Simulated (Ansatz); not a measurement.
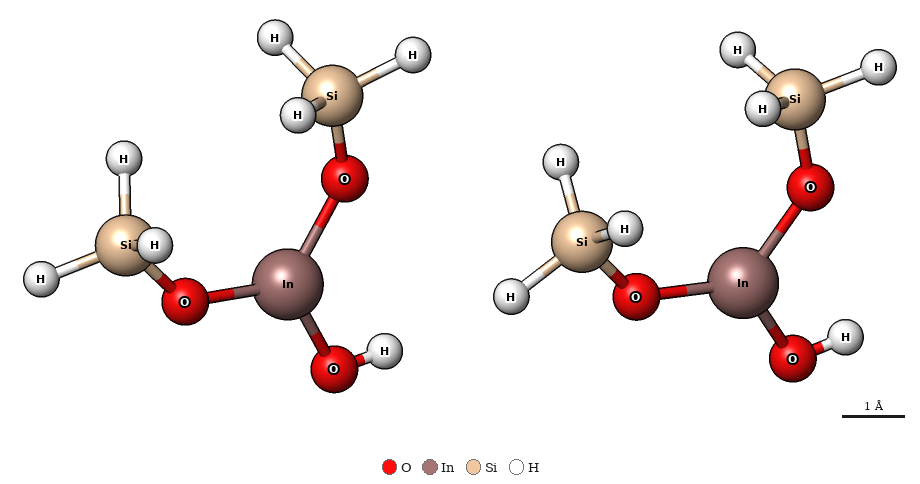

Two geometries of InSi2H7O3, drawn at one scale. One is the start of a relaxation, the other its converged end. A ball-and-stick model, seen at a tilt.

These are results of RKS PBE0-D4/def2-TZVP in Ansatz, not measurements. Settings: force threshold 0.005 eV/Å; at most 150 steps.

Which one is relaxed?

Answer. The left one is the relaxed one. The start comes from GFN2-xTB. An H atom moves most after the best rigid fit: 0.41 Å. By element the largest moves are H 0.41 Å, O 0.31 Å, Si 0.10 Å, In 0.09 Å. Near-neighbour distances that change, for instance: H–Si 1.465 → 1.487 Å, In–O 1.938 → 1.957 Å, In–O 1.954 → 1.969 Å, O–Si 1.619 → 1.633 Å. Bond angles that change, for instance: O–Si–H 99.3° → 108.9°, O–In–O 114.2° → 119.6°, O–In–O 125.6° → 121.6°. Groups turn about O–Si by about 25°, O–Si by about 25°. The energy falls by 5.02 kcal/mol in 21 accepted moves (22 points after the start). Largest force component: 0.71 eV/Å at the start, 0.0047 eV/Å at the end. The line search rejected the trial step at point 3 of the run. The forces were under the threshold at step 12, but the run went on from there.
